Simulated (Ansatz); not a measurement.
Si2H7SF: geometry relaxation (part 2 of 2)

Continued. System: Si2H7SF. Method: RKS PBE0-D4/def2-TZVP (Ansatz 0.2.0). The geometry is a transition state displaced along its imaginary mode. The reaction was set up to form Si1–S7 and F2–H6 and to break Si1–F2 and H6–S7 (atoms counted from 1 in the order of the input); sticks are drawn by distance alone.

Geometry of the input (Å):
```
Si -0.6078  0.0787  -0.7598
F  0.0316  -1.8888  -0.0356
H  -0.7262  1.3785  -1.4626
H  -1.8800  -0.6028  -1.0712
Si -0.2363  0.7435  1.4740
H  0.6003  -1.7237  -0.7112
S  1.1200  -0.6995  -2.0114
H  -0.7657  -0.1656  2.5301
H  1.2392  0.8623  1.6514
H  -0.8346  2.0949  1.6703
H  2.0594  -0.0777  -1.2741
```

## Trajectory as extended XYZ, continued
```
11
Properties=species:S:1:pos:R:3:forces:R:3 step=6 energy=-29411.47384
Si   -0.6628    0.4671   -0.9246   -0.0781  -0.0498  -0.2077
F     0.2975   -2.5312    0.4244   -0.4423  -0.5600   1.0125
H    -0.8941    1.7661   -1.6119    0.0262   0.0246   0.0388
H    -1.8284   -0.4092   -1.2111    0.0228   0.0226   0.0403
Si   -0.2140    0.7629    1.3538    0.0172   0.0202  -0.0516
H     0.6594   -2.1037   -0.2987    0.4458   0.5721  -1.0530
S     0.9710   -0.5607   -1.9255   -0.0009  -0.0186   0.1667
H    -0.8081   -0.3087    2.1849    0.0206  -0.0133   0.0023
H     1.2677    0.7740    1.4732    0.0210  -0.0043   0.0883
H    -0.7420    2.0878    1.7788    0.0040  -0.0133   0.0048
H     1.9536    0.0555   -1.2434   -0.0363   0.0198  -0.0414
11
Properties=species:S:1:pos:R:3:forces:R:3 step=8 energy=-29411.49247
Si   -0.6646    0.4630   -0.9318   -0.0272  -0.0025  -0.0560
F     0.3009   -2.4803    0.4574    0.1834   0.1142  -0.3424
H    -0.8907    1.7697   -1.6075    0.0254  -0.0131   0.0013
H    -1.8293   -0.4146   -1.2079   -0.0013   0.0168   0.0113
Si   -0.2090    0.7586    1.3478   -0.0077  -0.0402  -0.0018
H     0.6477   -2.1264   -0.3480   -0.1709  -0.0611   0.3255
S     0.9730   -0.5718   -1.9137   -0.0098  -0.0453   0.0452
H    -0.8076   -0.3136    2.1789    0.0215   0.0239  -0.0201
H     1.2708    0.7722    1.4953    0.0086  -0.0037   0.0377
H    -0.7409    2.0824    1.7698   -0.0063   0.0043   0.0091
H     1.9496    0.0608   -1.2402   -0.0157   0.0065  -0.0097
11
Properties=species:S:1:pos:R:3:forces:R:3 step=9 energy=-29411.50223
Si   -0.6728    0.4757   -0.9423    0.0268  -0.0137  -0.0202
F     0.3925   -2.4830    0.4974    0.0420   0.0554  -0.1278
H    -0.8418    1.7883   -1.6210    0.0108  -0.0078  -0.0075
H    -1.8625   -0.3655   -1.2220   -0.0099   0.0123   0.0004
Si   -0.2204    0.7454    1.3432    0.0098  -0.0274   0.0182
H     0.6499   -2.0754   -0.3126   -0.0140  -0.0479   0.1373
S     0.9403   -0.6200   -1.9024   -0.0297   0.0445   0.0243
H    -0.8245   -0.3364    2.1557   -0.0046   0.0131  -0.0136
H     1.2578    0.7451    1.5060    0.0074   0.0046   0.0089
H    -0.7445    2.0658    1.7863   -0.0150   0.0006  -0.0032
H     1.9259    0.0598   -1.2882   -0.0239  -0.0338  -0.0168
11
Properties=species:S:1:pos:R:3:forces:R:3 step=10 energy=-29411.50660
Si   -0.6595    0.5006   -0.9416    0.0096   0.0024  -0.0204
F     0.4453   -2.5160    0.5211    0.0162   0.0153  -0.0151
H    -0.7675    1.8148   -1.6283    0.0067   0.0100   0.0085
H    -1.8863   -0.2856   -1.2220   -0.0127   0.0113   0.0131
Si   -0.2266    0.7531    1.3511   -0.0249  -0.0255   0.0185
H     0.6689   -2.0853   -0.2840    0.0035  -0.0194   0.0157
S     0.8870   -0.6683   -1.9167   -0.0456  -0.0216  -0.0036
H    -0.7859   -0.3782    2.1256   -0.0090  -0.0032  -0.0010
H     1.2431    0.8307    1.5517    0.0372  -0.0014  -0.0222
H    -0.8322    2.0299    1.8161   -0.0197   0.0123  -0.0153
H     1.9136    0.0042   -1.3728    0.0387   0.0199   0.0219
11
Properties=species:S:1:pos:R:3:forces:R:3 step=12 energy=-29411.50008 accepted=F
Si   -0.6670    0.5360   -0.9527   -0.0281  -0.1526   0.1353
F     0.5283   -2.5318    0.5542    0.0100   0.0056   0.0012
H    -0.7369    1.8582   -1.6283    0.0308   0.0008   0.0113
H    -1.9281   -0.2055   -1.2061    0.0235  -0.0039  -0.0949
Si   -0.2433    0.7228    1.3445    0.0408   0.1555  -0.1021
H     0.7029   -2.0976   -0.2607   -0.0069  -0.0007   0.0119
S     0.8587   -0.6852   -1.8964    0.0010   0.0185  -0.0764
H    -0.7933   -0.3980    2.1387   -0.0157  -0.0256  -0.0392
H     1.2321    0.8124    1.5070    0.0003   0.0029   0.0579
H    -0.8588    2.0075    1.7736    0.0099   0.0106   0.0915
H     1.9052   -0.0188   -1.3738   -0.0655  -0.0112   0.0035
11
Properties=species:S:1:pos:R:3:forces:R:3 step=13 energy=-29411.50858
Si   -0.6630    0.5093   -0.9432   -0.0001  -0.0038   0.0013
F     0.4862   -2.5146    0.5385    0.0198   0.0199  -0.0365
H    -0.7456    1.8304   -1.6207    0.0055   0.0013  -0.0006
H    -1.9045   -0.2533   -1.2261   -0.0018   0.0112  -0.0015
Si   -0.2330    0.7478    1.3502   -0.0097  -0.0101  -0.0116
H     0.6839   -2.0926   -0.2785   -0.0072  -0.0206   0.0420
S     0.8691   -0.6798   -1.9161   -0.0183  -0.0037  -0.0039
H    -0.7894   -0.3875    2.1207   -0.0019  -0.0008   0.0037
H     1.2390    0.8309    1.5400    0.0113   0.0007   0.0002
H    -0.8466    2.0230    1.8112   -0.0056   0.0030   0.0010
H     1.9038   -0.0137   -1.3760    0.0080   0.0029   0.0057
11
Properties=species:S:1:pos:R:3:forces:R:3 step=14 energy=-29411.50994
Si   -0.6598    0.5329   -0.9458   -0.0295  -0.0001  -0.0205
F     0.5745   -2.5304    0.5763    0.0212   0.0932  -0.1923
H    -0.6799    1.8613   -1.6189    0.0045  -0.0352   0.0193
H    -1.9365   -0.1727   -1.2367    0.0480   0.0290   0.0038
Si   -0.2446    0.7459    1.3526   -0.0051   0.0243   0.0101
H     0.6921   -2.1122   -0.2613   -0.0021  -0.0835   0.1911
S     0.8216   -0.7175   -1.9218   -0.0055   0.0185   0.0163
H    -0.7692   -0.4195    2.1028    0.0110   0.0162  -0.0117
H     1.2244    0.8788    1.5536   -0.0305  -0.0055  -0.0033
H    -0.9092    1.9943    1.8251    0.0209  -0.0363  -0.0113
H     1.8866   -0.0611   -1.4260   -0.0329  -0.0207  -0.0014
11
Properties=species:S:1:pos:R:3:forces:R:3 step=16 energy=-29411.51121
Si   -0.6639    0.5416   -0.9478   -0.0175   0.0017  -0.0169
F     0.6084   -2.5318    0.5868    0.0277   0.0604  -0.1236
H    -0.6517    1.8712   -1.6171    0.0027  -0.0247   0.0101
H    -1.9527   -0.1351   -1.2484    0.0320   0.0191   0.0090
Si   -0.2519    0.7458    1.3513   -0.0082   0.0023   0.0185
H     0.7218   -2.1142   -0.2503   -0.0274  -0.0580   0.1288
S     0.7959   -0.7352   -1.9216    0.0054   0.0220   0.0163
H    -0.7653   -0.4296    2.0936    0.0060   0.0177  -0.0108
H     1.2154    0.8875    1.5539   -0.0175  -0.0027  -0.0069
H    -0.9246    1.9852    1.8343    0.0138  -0.0280  -0.0149
H     1.8685   -0.0854   -1.4348   -0.0170  -0.0099  -0.0096
11
Properties=species:S:1:pos:R:3:forces:R:3 step=17 energy=-29411.51205
Si   -0.6675    0.5476   -0.9497    0.0058  -0.0029  -0.0046
F     0.6509   -2.5201    0.6041    0.0039   0.0112  -0.0141
H    -0.6401    1.8766   -1.6162    0.0001   0.0008   0.0012
H    -1.9603   -0.1158   -1.2527   -0.0016   0.0033  -0.0012
Si   -0.2580    0.7382    1.3497    0.0048   0.0021   0.0028
H     0.7307   -2.1053   -0.2354   -0.0006  -0.0107   0.0174
S     0.7802   -0.7412   -1.9230    0.0029   0.0026  -0.0004
H    -0.7885   -0.4322    2.0856   -0.0010  -0.0002   0.0009
H     1.2097    0.8611    1.5547   -0.0043  -0.0014  -0.0006
H    -0.9160    1.9831    1.8330   -0.0015  -0.0020   0.0009
H     1.8589   -0.0921   -1.4502   -0.0085  -0.0028  -0.0022
11
Properties=species:S:1:pos:R:3:forces:R:3 step=18 energy=-29411.51225
Si   -0.6679    0.5506   -0.9522   -0.0112  -0.0084   0.0007
F     0.6773   -2.5082    0.6183    0.0017   0.0049  -0.0034
H    -0.6305    1.8820   -1.6138    0.0054  -0.0057  -0.0030
H    -1.9664   -0.1011   -1.2570   -0.0018   0.0048  -0.0015
Si   -0.2621    0.7331    1.3490    0.0036  -0.0026  -0.0017
H     0.7420   -2.1028   -0.2266    0.0006  -0.0016   0.0043
S     0.7693   -0.7490   -1.9271   -0.0116   0.0141   0.0060
H    -0.8039   -0.4345    2.0811   -0.0015  -0.0010   0.0004
H     1.2058    0.8431    1.5568    0.0016   0.0015   0.0032
H    -0.9118    1.9817    1.8343   -0.0005  -0.0018  -0.0020
H     1.8480   -0.0950   -1.4629    0.0138  -0.0043  -0.0028
11
Properties=species:S:1:pos:R:3:forces:R:3 step=20 energy=-29411.51256
Si   -0.6719    0.5559   -0.9543   -0.0051   0.0069  -0.0072
F     0.7316   -2.4788    0.6450    0.0004   0.0138  -0.0293
H    -0.6012    1.8885   -1.6122   -0.0013  -0.0114   0.0077
H    -1.9848   -0.0640   -1.2664    0.0113   0.0010   0.0001
Si   -0.2704    0.7217    1.3494   -0.0010  -0.0069  -0.0027
H     0.7628   -2.0941   -0.2119   -0.0002  -0.0077   0.0259
S     0.7435   -0.7642   -1.9343   -0.0228  -0.0023   0.0070
H    -0.8258   -0.4445    2.0740   -0.0016   0.0018  -0.0024
H     1.1970    0.8189    1.5635    0.0041   0.0029   0.0027
H    -0.9128    1.9730    1.8375   -0.0009  -0.0002  -0.0019
H     1.8319   -0.1126   -1.4905    0.0173   0.0020   0.0001
11
Properties=species:S:1:pos:R:3:forces:R:3 step=21 energy=-29411.51268
Si   -0.6713    0.5572   -0.9531    0.0012   0.0036  -0.0078
F     0.7417   -2.4646    0.6503    0.0026   0.0172  -0.0399
H    -0.5930    1.8899   -1.6094   -0.0013  -0.0069   0.0064
H    -1.9865   -0.0561   -1.2682    0.0075   0.0017   0.0027
Si   -0.2720    0.7179    1.3511   -0.0010  -0.0050  -0.0017
H     0.7676   -2.0866   -0.2103   -0.0041  -0.0152   0.0401
S     0.7345   -0.7702   -1.9366   -0.0053  -0.0032   0.0006
H    -0.8301   -0.4488    2.0728   -0.0003   0.0029  -0.0018
H     1.1948    0.8167    1.5696    0.0003   0.0005   0.0010
H    -0.9168    1.9687    1.8372   -0.0014   0.0016   0.0013
H     1.8310   -0.1242   -1.5033    0.0017   0.0029  -0.0010
11
Properties=species:S:1:pos:R:3:forces:R:3 step=22 energy=-29411.51271
Si   -0.6701    0.5584   -0.9533    0.0022   0.0052  -0.0028
F     0.7644   -2.4484    0.6614   -0.0039   0.0205  -0.0473
H    -0.5829    1.8922   -1.6051    0.0010  -0.0013  -0.0026
H    -1.9886   -0.0456   -1.2699   -0.0028  -0.0010   0.0007
Si   -0.2754    0.7130    1.3517    0.0075  -0.0109  -0.0003
H     0.7706   -2.0784   -0.2032    0.0066  -0.0194   0.0456
S     0.7240   -0.7779   -1.9409    0.0020   0.0017   0.0017
H    -0.8436   -0.4519    2.0680   -0.0004   0.0002   0.0026
H     1.1908    0.8042    1.5765   -0.0010   0.0000   0.0010
H    -0.9159    1.9657    1.8376   -0.0055   0.0077   0.0019
H     1.8266   -0.1313   -1.5228   -0.0057  -0.0027  -0.0006
11
Properties=species:S:1:pos:R:3:forces:R:3 step=24 energy=-29411.51276
Si   -0.6694    0.5584   -0.9535   -0.0009  -0.0011   0.0001
F     0.7652   -2.4390    0.6646    0.0010  -0.0068   0.0127
H    -0.5794    1.8920   -1.6051    0.0013   0.0004  -0.0012
H    -1.9897   -0.0422   -1.2692   -0.0026  -0.0006  -0.0010
Si   -0.2760    0.7100    1.3521    0.0038  -0.0034   0.0002
H     0.7777   -2.0754   -0.2013   -0.0019   0.0059  -0.0121
S     0.7208   -0.7803   -1.9432    0.0020   0.0008  -0.0004
H    -0.8478   -0.4532    2.0682   -0.0007   0.0001   0.0009
H     1.1899    0.7989    1.5794    0.0002   0.0002   0.0012
H    -0.9155    1.9642    1.8367   -0.0021   0.0035   0.0010
H     1.8243   -0.1334   -1.5287    0.0000   0.0008  -0.0014
11
Properties=species:S:1:pos:R:3:forces:R:3 step=25 energy=-29411.51277
Si   -0.6697    0.5583   -0.9532    0.0021  -0.0004  -0.0018
F     0.7656   -2.4414    0.6640    0.0001   0.0000   0.0000
H    -0.5790    1.8915   -1.6055   -0.0001   0.0010   0.0008
H    -1.9900   -0.0421   -1.2692   -0.0018  -0.0007  -0.0001
Si   -0.2758    0.7102    1.3523    0.0020  -0.0014   0.0006
H     0.7772   -2.0755   -0.2013   -0.0005  -0.0001  -0.0006
S     0.7210   -0.7800   -1.9430    0.0020  -0.0013   0.0005
H    -0.8478   -0.4527    2.0690   -0.0005  -0.0004   0.0002
H     1.1899    0.7995    1.5803   -0.0002  -0.0001  -0.0002
H    -0.9158    1.9645    1.8360   -0.0018   0.0033   0.0017
H     1.8243   -0.1323   -1.5294   -0.0013   0.0002  -0.0010
```

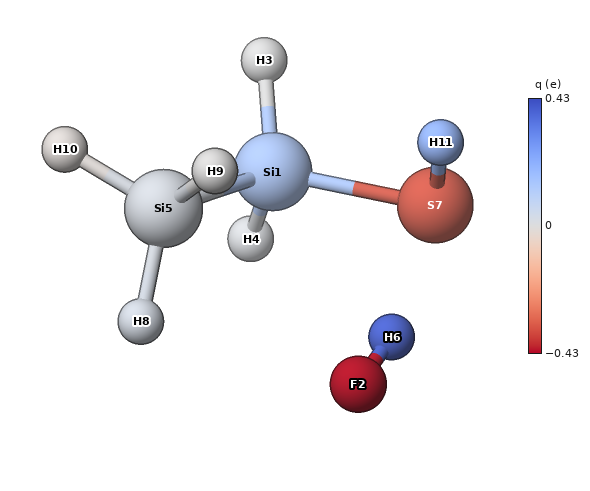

**Figure 1.** Mulliken charges, as the colour of each atom (ball-and-stick view, seen at a tilt; atoms are numbered from 1 in the order of the input). By element: Si +0.02 to +0.14, F −0.41, H −0.01 to +0.38 and S −0.33 e.
